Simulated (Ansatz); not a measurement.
# Geometry relaxation of C2H10N2Si (part 2 of 2)

Continued. System: C2H10N2Si, SMILES CN(C)N[SiH3]. Method: RKS PBE0-D4/def2-TZVP (Ansatz 0.2.0). The geometry: GFN2-xTB start.

Geometry of the input (Å):
```
C  -0.7158  -1.2935  0.6352
N  0.1790  -0.8467  -0.4144
C  1.5371  -0.7016  0.0666
N  -0.2631  0.3449  -1.0356
Si -0.6429  1.8482  -0.2810
H  -1.7226  -1.3695  0.2280
H  -0.3931  -2.2788  0.9675
H  -0.7319  -0.6112  1.4969
H  1.9102  -1.6863  0.3446
H  2.1470  -0.3033  -0.7410
H  1.6134  -0.0328  0.9345
H  -0.7271  0.1139  -1.9025
H  -0.9138  2.7192  -1.4212
H  -1.8011  1.8262  0.6278
H  0.5248  2.2713  0.4947
```

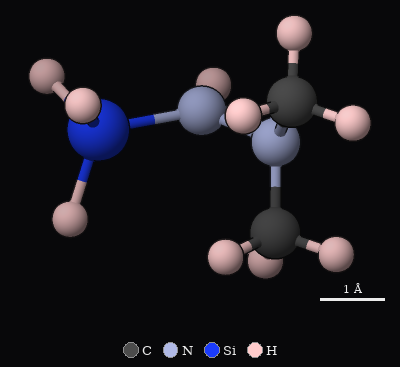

*The geometry at step 6 of the log (ball-and-stick view, seen at a tilt).*

Trajectory as extended XYZ (Å, eV, eV/Å), 10 frames, from step=1 to step=10:
```
15
Properties=species:S:1:pos:R:3:forces:R:3 step=1 energy=-13086.67539
C    -0.7158   -1.2935    0.6352    0.1252   0.0832  -0.3377
N     0.1790   -0.8467   -0.4144   -0.0006   0.1579   0.0737
C     1.5371   -0.7016    0.0666   -0.2209  -0.0621  -0.2275
N    -0.2631    0.3449   -1.0356   -0.0997  -0.4456  -0.2064
Si   -0.6429    1.8482   -0.2810    0.1394  -0.5062  -0.0601
H    -1.7226   -1.3695    0.2280   -0.0859  -0.0474   0.0412
H    -0.3931   -2.2788    0.9675   -0.0088  -0.0918   0.1258
H    -0.7319   -0.6112    1.4969   -0.0332   0.0371   0.1537
H     1.9102   -1.6863    0.3446    0.0925  -0.0599   0.1009
H     2.1470   -0.3033   -0.7410    0.0928  -0.0003  -0.0139
H     1.6134   -0.0328    0.9345    0.0739   0.0646   0.1145
H    -0.7271    0.1139   -1.9025    0.0815   0.1146   0.0280
H    -0.9138    2.7192   -1.4212   -0.1173   0.3935  -0.2647
H    -1.8011    1.8262    0.6278   -0.3066   0.0930   0.2353
H     0.5248    2.2713    0.4947    0.2676   0.2692   0.2373
15
Properties=species:S:1:pos:R:3:forces:R:3 step=2 energy=-13086.70891
C    -0.7157   -1.2990    0.6320    0.0710   0.0302  -0.1555
N     0.1787   -0.8538   -0.4181   -0.0158   0.1025   0.0749
C     1.5395   -0.7139    0.0574   -0.0961  -0.0305  -0.1031
N    -0.2646    0.3353   -1.0411   -0.0614  -0.2057  -0.0244
Si   -0.6447    1.8406   -0.2799    0.0465  -0.0914  -0.0113
H    -1.7239   -1.3975    0.2290   -0.0184  -0.0141   0.0144
H    -0.3856   -2.2763    0.9886    0.0011  -0.0173   0.0386
H    -0.7472   -0.6095    1.4918   -0.0141   0.0208   0.0513
H     1.9064   -1.6934    0.3707    0.0123  -0.0028   0.0287
H     2.1618   -0.3467   -0.7578    0.0242  -0.0147   0.0063
H     1.6312   -0.0224    0.9102    0.0234   0.0261   0.0242
H    -0.7030    0.1180   -1.9235    0.0603   0.0735   0.0203
H    -0.9294    2.7572   -1.4039   -0.0253   0.0898  -0.0889
H    -1.8180    1.8466    0.6346   -0.0806  -0.0207   0.0670
H     0.5146    2.3149    0.5099    0.0729   0.0543   0.0574
15
Properties=species:S:1:pos:R:3:forces:R:3 step=3 energy=-13086.71520
C    -0.7169   -1.2954    0.6311    0.0261  -0.0024  -0.0230
N     0.1759   -0.8535   -0.4192   -0.0181   0.0588   0.0318
C     1.5387   -0.7200    0.0484    0.0014  -0.0184  -0.0118
N    -0.2657    0.3341   -1.0405   -0.0535  -0.0654   0.0049
Si   -0.6486    1.8371   -0.2733    0.0108   0.0261   0.0018
H    -1.7245   -1.4122    0.2293    0.0098   0.0038   0.0032
H    -0.3786   -2.2646    1.0062   -0.0014   0.0194  -0.0047
H    -0.7610   -0.5972    1.4860   -0.0047  -0.0020  -0.0048
H     1.8933   -1.6944    0.3949   -0.0131   0.0282  -0.0068
H     2.1696   -0.3884   -0.7768   -0.0128  -0.0167   0.0203
H     1.6457   -0.0035    0.8815   -0.0003  -0.0099  -0.0282
H    -0.6706    0.1342   -1.9422    0.0505   0.0329   0.0274
H    -0.9376    2.7688   -1.3954    0.0018  -0.0294   0.0221
H    -1.8281    1.8287    0.6454    0.0265  -0.0185  -0.0210
H     0.5084    2.3262    0.5247   -0.0230  -0.0065  -0.0113
15
Properties=species:S:1:pos:R:3:forces:R:3 step=4 energy=-13086.70925 accepted=F
C    -0.7310   -1.2589    0.6458    0.0452  -0.0376  -0.0275
N     0.1663   -0.8511   -0.4106    0.1186  -0.0034  -0.0475
C     1.5408   -0.7407    0.0251   -0.0080  -0.1242   0.0936
N    -0.2405    0.3399   -1.0358   -0.0294  -0.0262   0.4343
Si   -0.6707    1.8097   -0.2544    0.0220   0.2528  -0.0130
H    -1.7418   -1.3602    0.2474    0.0210  -0.0001   0.0012
H    -0.4075   -2.2286    1.0285   -0.0092  -0.0225   0.0229
H    -0.7624   -0.5550    1.4957    0.0128   0.0247   0.0109
H     1.8784   -1.7087    0.4003    0.0166  -0.0320   0.0153
H     2.1599   -0.4583   -0.8253    0.0207  -0.0041  -0.0026
H     1.6844    0.0038    0.8249    0.0066   0.0288   0.0143
H    -0.4971    0.1790   -1.9836   -0.1805  -0.0345  -0.5142
H    -0.9960    2.7343   -1.3689   -0.0063   0.0200  -0.0100
H    -1.8425    1.7407    0.6646   -0.0185  -0.0413   0.0005
H     0.4597    2.3540    0.5462   -0.0116  -0.0005   0.0217
15
Properties=species:S:1:pos:R:3:forces:R:3 step=5 energy=-13086.71887
C    -0.7203   -1.2845    0.6384   -0.0072  -0.0028   0.0103
N     0.1695   -0.8507   -0.4146    0.0187   0.0203  -0.0309
C     1.5379   -0.7314    0.0377    0.0218  -0.0059   0.0213
N    -0.2651    0.3372   -1.0338   -0.0462  -0.0425  -0.0248
Si   -0.6580    1.8331   -0.2653   -0.0066   0.0328   0.0009
H    -1.7287   -1.4026    0.2394    0.0065   0.0037   0.0011
H    -0.3814   -2.2509    1.0189   -0.0013   0.0053  -0.0034
H    -0.7639   -0.5829    1.4907    0.0015   0.0001  -0.0044
H     1.8795   -1.7018    0.4063   -0.0097   0.0101  -0.0067
H     2.1676   -0.4326   -0.8006   -0.0041  -0.0089   0.0109
H     1.6655    0.0053    0.8497   -0.0009  -0.0105  -0.0166
H    -0.5903    0.1624   -1.9718    0.0217   0.0197   0.0489
H    -0.9624    2.7609   -1.3852    0.0087  -0.0127   0.0098
H    -1.8360    1.7953    0.6516    0.0095  -0.0087  -0.0075
H     0.4860    2.3432    0.5385   -0.0124   0.0002  -0.0089
15
Properties=species:S:1:pos:R:3:forces:R:3 step=6 energy=-13086.71925
C    -0.7188   -1.2860    0.6391    0.0054  -0.0126   0.0087
N     0.1687   -0.8525   -0.4168   -0.0441   0.0130   0.0262
C     1.5373   -0.7361    0.0370    0.0061   0.0025  -0.0030
N    -0.2741    0.3361   -1.0256    0.0125   0.0415  -0.0073
Si   -0.6633    1.8373   -0.2647    0.0160  -0.0354   0.0130
H    -1.7293   -1.3975    0.2446    0.0019   0.0039  -0.0042
H    -0.3827   -2.2546    1.0152    0.0004  -0.0026   0.0052
H    -0.7541   -0.5857    1.4931   -0.0019  -0.0061  -0.0069
H     1.8711   -1.7063    0.4124    0.0022   0.0104  -0.0048
H     2.1704   -0.4473   -0.8017    0.0078  -0.0022  -0.0025
H     1.6667    0.0058    0.8431   -0.0007  -0.0045  -0.0007
H    -0.5612    0.1781   -1.9767   -0.0031  -0.0133  -0.0254
H    -0.9746    2.7581   -1.3873    0.0029  -0.0099  -0.0047
H    -1.8359    1.7916    0.6564   -0.0040   0.0046   0.0033
H     0.4798    2.3590    0.5320   -0.0013   0.0107   0.0032
15
Properties=species:S:1:pos:R:3:forces:R:3 step=7 energy=-13086.71935
C    -0.7215   -1.2902    0.6380    0.0033   0.0112  -0.0034
N     0.1669   -0.8511   -0.4145    0.0015   0.0001  -0.0031
C     1.5362   -0.7355    0.0380   -0.0035  -0.0020  -0.0013
N    -0.2738    0.3382   -1.0233    0.0082  -0.0087   0.0284
Si   -0.6596    1.8390   -0.2613   -0.0106  -0.0003  -0.0400
H    -1.7305   -1.4015    0.2398   -0.0015  -0.0018   0.0005
H    -0.3843   -2.2593    1.0119    0.0006  -0.0016  -0.0002
H    -0.7608   -0.5929    1.4939   -0.0016  -0.0009   0.0022
H     1.8711   -1.7056    0.4123    0.0003   0.0014   0.0007
H     2.1693   -0.4465   -0.8008   -0.0007  -0.0002  -0.0010
H     1.6664    0.0057    0.8444    0.0007   0.0003   0.0033
H    -0.5559    0.1810   -1.9765   -0.0019   0.0063  -0.0023
H    -0.9814    2.7449   -1.3938   -0.0016   0.0068   0.0172
H    -1.8260    1.7959    0.6680    0.0010  -0.0041   0.0002
H     0.4839    2.3777    0.5238    0.0059  -0.0063  -0.0012
15
Properties=species:S:1:pos:R:3:forces:R:3 step=8 energy=-13086.71947
C    -0.7211   -1.2873    0.6392   -0.0004   0.0039  -0.0002
N     0.1672   -0.8509   -0.4144    0.0028   0.0016  -0.0014
C     1.5368   -0.7360    0.0373   -0.0006   0.0002   0.0019
N    -0.2724    0.3377   -1.0253   -0.0056  -0.0041  -0.0119
Si   -0.6615    1.8373   -0.2635    0.0032   0.0017   0.0021
H    -1.7304   -1.3993    0.2416   -0.0006  -0.0005   0.0002
H    -0.3843   -2.2560    1.0148    0.0005  -0.0001  -0.0009
H    -0.7601   -0.5887    1.4941    0.0000  -0.0006   0.0000
H     1.8715   -1.7061    0.4116   -0.0005  -0.0014   0.0001
H     2.1695   -0.4475   -0.8020   -0.0003   0.0002  -0.0005
H     1.6680    0.0051    0.8438    0.0003   0.0004   0.0000
H    -0.5553    0.1794   -1.9784    0.0026   0.0017   0.0107
H    -0.9804    2.7522   -1.3889   -0.0012  -0.0024   0.0003
H    -1.8294    1.7905    0.6638   -0.0013  -0.0006  -0.0012
H     0.4818    2.3697    0.5263    0.0009  -0.0001   0.0007
15
Properties=species:S:1:pos:R:3:forces:R:3 step=9 energy=-13086.71947
C    -0.7210   -1.2868    0.6390    0.0000  -0.0005   0.0000
N     0.1675   -0.8508   -0.4147   -0.0001   0.0015   0.0007
C     1.5369   -0.7359    0.0375   -0.0001   0.0001  -0.0003
N    -0.2721    0.3378   -1.0256    0.0034   0.0002   0.0066
Si   -0.6610    1.8372   -0.2634   -0.0035  -0.0013   0.0005
H    -1.7303   -1.3988    0.2415    0.0000   0.0001   0.0002
H    -0.3843   -2.2556    1.0145   -0.0001   0.0000   0.0001
H    -0.7598   -0.5883    1.4939    0.0000   0.0000  -0.0004
H     1.8715   -1.7061    0.4117   -0.0005   0.0000  -0.0001
H     2.1697   -0.4473   -0.8017    0.0003   0.0000   0.0000
H     1.6680    0.0051    0.8441    0.0000   0.0000  -0.0002
H    -0.5568    0.1790   -1.9777   -0.0020  -0.0014  -0.0081
H    -0.9809    2.7518   -1.3886    0.0023   0.0004  -0.0004
H    -1.8298    1.7900    0.6628    0.0014   0.0004   0.0019
H     0.4825    2.3686    0.5270   -0.0013   0.0006  -0.0006
15
Properties=species:S:1:pos:R:3:forces:R:3 step=10 energy=-13086.71947
C    -0.7210   -1.2867    0.6390    0.0005  -0.0003  -0.0003
N     0.1674   -0.8507   -0.4147    0.0003  -0.0006   0.0005
C     1.5369   -0.7359    0.0374    0.0000  -0.0003   0.0000
N    -0.2721    0.3378   -1.0258   -0.0005   0.0010  -0.0006
Si   -0.6613    1.8370   -0.2633   -0.0001   0.0001  -0.0002
H    -1.7304   -1.3986    0.2415    0.0000   0.0001  -0.0001
H    -0.3844   -2.2555    1.0145   -0.0001   0.0000   0.0000
H    -0.7597   -0.5881    1.4938   -0.0001   0.0001   0.0002
H     1.8712   -1.7061    0.4119    0.0000   0.0001   0.0000
H     2.1698   -0.4477   -0.8018   -0.0001   0.0000   0.0000
H     1.6681    0.0053    0.8438   -0.0001  -0.0002  -0.0002
H    -0.5562    0.1791   -1.9782    0.0004  -0.0001   0.0008
H    -0.9808    2.7517   -1.3886    0.0000   0.0000   0.0001
H    -1.8296    1.7896    0.6635    0.0000   0.0000   0.0000
H     0.4820    2.3690    0.5269   -0.0001  -0.0001  -0.0001
```
